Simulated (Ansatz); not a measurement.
## Frequency calculation of CH$_{6}$GaN

System: CH$_{6}$GaN, SMILES [CH3][GaH][NH2].
Method: PBE/def2-SVP, RKS (Ansatz 0.2.0).

The geometry was optimised with PBE/def2-SVP. Figures and captions count atoms from 1; the log counts them from 0 in places.

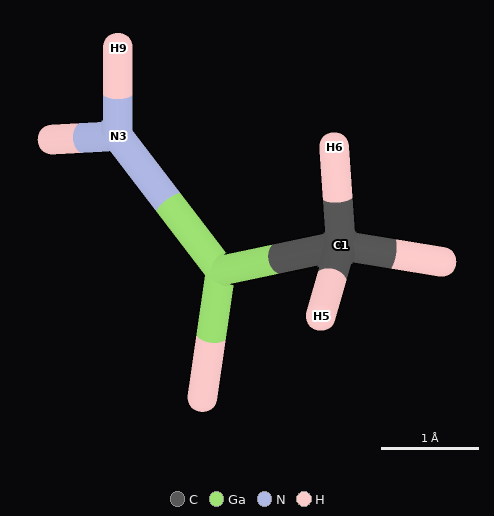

The input geometry (stick view, seen at a tilt; atoms are numbered from 1 in the order of the input). Sticks mark near contacts.

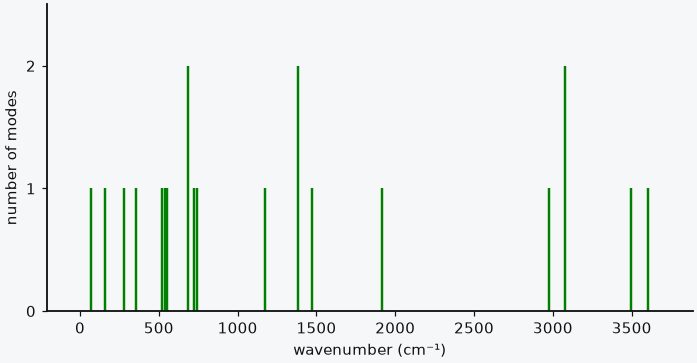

Harmonic vibrational wavenumbers from the force constants; neighbouring modes closer than 16 cm⁻¹ are counted in one stick. 21 modes from 71 to 3605 cm⁻¹, none imaginary.

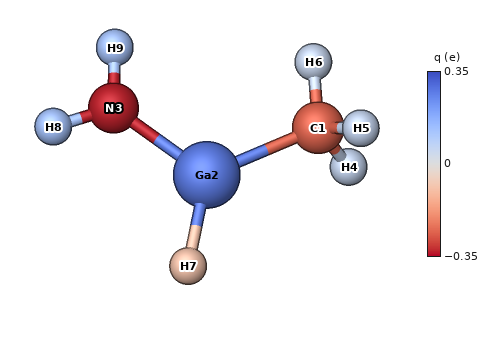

Mulliken charges, as the colour of each atom (ball-and-stick view, seen at a tilt; atoms are numbered from 1 in the order of the input; Mulliken charges depend strongly on the basis). By element: C −0.25, Ga +0.27, N −0.33 and H −0.09 to +0.12 e.

These pictures come from the run below.

**The input**
```yaml
crystal:
  periodic: [false, false, false]
  atoms:
    - {symbol: C, position_ang: [-0.282447, 0.953217, -1.133562]}
    - {symbol: Ga, position_ang: [0.516270, -0.533939, -0.107491]}
    - {symbol: "N", position_ang: [-0.065524, -0.814302, 1.604913]}
    - {symbol: H, position_ang: [-0.762937, 0.568751, -2.056451]}
    - {symbol: H, position_ang: [0.504179, 1.669219, -1.448126]}
    - {symbol: H, position_ang: [-1.042630, 1.502664, -0.544217]}
    - {symbol: H, position_ang: [1.627891, -1.536742, -0.604344]}
    - {symbol: H, position_ang: [0.284573, -1.555131, 2.214974]}
    - {symbol: H, position_ang: [-0.779376, -0.253737, 2.074304]}
basis:
  gaussian:
    orbitals: def2-SVP
hamiltonian:
  xc: pbe
phonons:
  temperatures: {t_min: 298.15, t_max: 298.15, t_step: 1}
```

Command:
```bash
ansatz run in.yaml --threads 1 --pin off --max-ram 3480MiB --events-out events.jsonl --progress --plain --runs-dir runs
```

**Output**
```
Functional definition: PBE
  name "PBE"
  parameter kappa = 0.804
  parameter beta = 0.06672455060314922
  exchange = pbe_x(kappa = kappa, mu = beta*pi^2/3)
  correlation = pbe_c(beta = beta)
1033 factors; their error is unknown
mean field evaluation 1: about -54967.1534 eV, gradient 8.7e1 eV
mean field evaluation 2: about -54907.6435 eV, gradient 1.6e2 eV
mean field evaluation 4: about -54982.5527 eV, gradient 1.6e1 eV
mean field evaluation 8: about -54983.1791 eV, gradient 2.4e-1 eV
mean field evaluation 16: about -54983.1357 eV, gradient 9.9e-5 eV
mean field -54983.13569656 eV, -2020.5929679405 hartree, gradient 2.1e-5 eV, S^2 0.000000; 0 other end points of the search recorded, 0 dependent functions left out
the calculation of the forces begins
reference -54983.13573487 eV, -2020.5929693486 hartree; 25, 25 occupied and 65, 65 virtual orbitals, 1033 factors
these checks for a lower state are left out or cut short: stability, starts, cluster_reference, orbital_swaps, neighbouring_geometries, increment
1033 factors; their error is unknown
mean field -54983.13555624 eV, -2020.5929627839 hartree, gradient 2.6e-6 eV, S^2 0.000000; 0 other end points of the search recorded, 0 dependent functions left out
[... from here on the field's lines of each further geometry are left out, up to the last ...]
the calculation of the forces begins
reference -54983.13569763 eV, -2020.5929679801 hartree; 25, 25 occupied and 65, 65 virtual orbitals, 1033 factors
these checks for a lower state are left out or cut short: stability, starts, cluster_reference, orbital_swaps, neighbouring_geometries, increment
1033 factors; their error is unknown
mean field -54983.13566030 eV, -2020.5929666082 hartree, gradient 1.6e-6 eV, S^2 0.000000; 0 other end points of the search recorded, 0 dependent functions left out
the calculation of the forces begins
reference -54983.13569861 eV, -2020.5929680160 hartree; 25, 25 occupied and 65, 65 virtual orbitals, 1033 factors
Total energy: -54983.13573487 eV, -2020.5929693486 hartree
Atom 0 at    -0.282447     0.953217    -1.133562 Å, force    -0.000334     0.000011     0.000271 eV/Å
Atom 1 at     0.516270    -0.533939    -0.107491 Å, force    -0.000070     0.000219    -0.000087 eV/Å
Atom 2 at    -0.065524    -0.814302     1.604913 Å, force    -0.000108    -0.000045     0.000294 eV/Å
Atom 3 at    -0.762937     0.568751    -2.056451 Å, force    -0.000082    -0.000017    -0.000105 eV/Å
Atom 4 at     0.504179     1.669219    -1.448126 Å, force     0.000104     0.000091     0.000083 eV/Å
Atom 5 at    -1.042630     1.502664    -0.544217 Å, force     0.000108     0.000003    -0.000194 eV/Å
Atom 6 at     1.627891    -1.536742    -0.604344 Å, force     0.000230    -0.000290     0.000038 eV/Å
Atom 7 at     0.284573    -1.555131     2.214974 Å, force     0.000047    -0.000033    -0.000113 eV/Å
Atom 8 at    -0.779376    -0.253737     2.074304 Å, force     0.000105     0.000059    -0.000187 eV/Å
Dipole moment:    -0.145058     0.067428     0.179118 e Å
Vibrations: 71.26 155.90 278.56 355.04 517.35 536.46 553.92 683.65 692.77 722.57 742.39 1171.15 1380.85 1382.17 1469.42 1913.47 2976.88 3072.06 3087.19 3498.62 3604.80 cm⁻¹, zero-point energy 1.789494 eV
```

**Key numbers**

- outcome: converged
- total energy: −2020.592969 hartree
- basis functions: 90
- largest force: 0.000 eV/Å
- zero-point energy: 0.065763 hartree
- dipole moment: 1.15 D
- wavenumbers, lowest and highest: 71 and 3605 cm⁻¹
- hardware: 1 thread of Arm Neoverse V2, 112 GiB of memory available, shared host
- wall time: 79 s
- peak memory: 0.12 GiB
